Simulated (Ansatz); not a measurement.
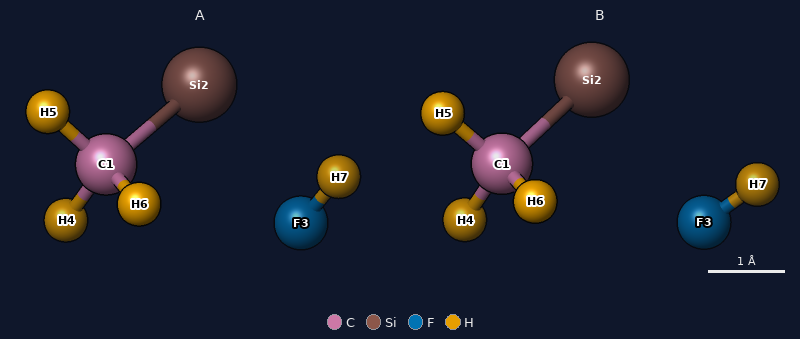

Two geometries of CH4FSi (multiplicity 2), drawn at one scale. One is the start of a relaxation, the other its converged end. Style: ball-and-stick. Shown at a tilt.

Computed with UKS PBE0-D4/def2-TZVP in Ansatz. Set-up: force threshold 0.005 eV/Å; at most 200 steps.

Which of the two is the end point?

Answer. Structure B is the relaxed one. It is one of the separated reactants of a reaction. The atom that moves furthest after the best rigid fit is H7 (0.31 Å). Largest moves by element: H 0.31 Å, Si 0.13 Å, F 0.08 Å, C 0.06 Å. Some distances before and after: Si2–F3 2.305 → 2.434 Å, F3–H7 0.962 → 0.928 Å, C1–Si2 1.916 → 1.894 Å, C1–H4 1.112 → 1.094 Å. The energy falls by 1.29 kcal/mol in 12 accepted moves (15 points after the start). The largest force component goes from 0.61 to 0.0039 eV/Å. The line search rejected the trial steps at points 4, 8, 12 of the run. The forces were under the threshold at step 13, but the run went on from there.

Limits of the set-up: the start holds two separate molecules, 2.2 Å apart at their closest, whose relative position is a soft coordinate.
